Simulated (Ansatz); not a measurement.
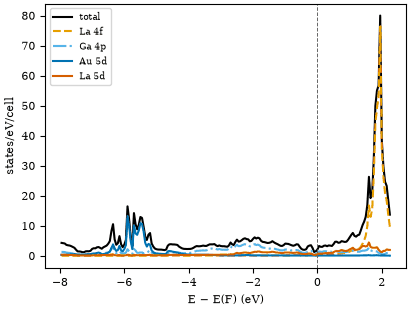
Figure: Total and projected density of states of La$_{2}$Ga$_{7}$Au in space group P4mm (No. 99; Pearson symbol tP10), r²SCAN (plane waves, PAW; program Ansatz)

Which orbitals carry the states next to the Fermi level?

Within 0.5 eV of the Fermi level: Ga 4p 45 %, La 5d 26 %, Ga 4s 13 %, La 4f 10 %. Projections are on Löwdin-orthogonalised atomic valence shells; empty p or d shells of many metals are not among them.

Where is the tallest occupied peak in this window, and what makes it?

Near -5.9 eV, about 16 states/eV per cell; the largest projected share is Au 5d.

The first step of the workflow began from a Materials Project structure, measured or hypothetical; the Crystallography Open Database copy checked does not list it. With Ga and Au taken as one species the cell has the higher symmetry I4/mmm, so it may be an ordered model of a mixed-site phase. Its standing as an ambient phase is unchecked. Symmetry was held in the r²SCAN relaxation; its stability against distortions is not shown here. Scalar-relativistic: spin–orbit coupling is off unless named, which matters more the heavier the elements.

Potentials: the earlier of the program's two PAW sets.
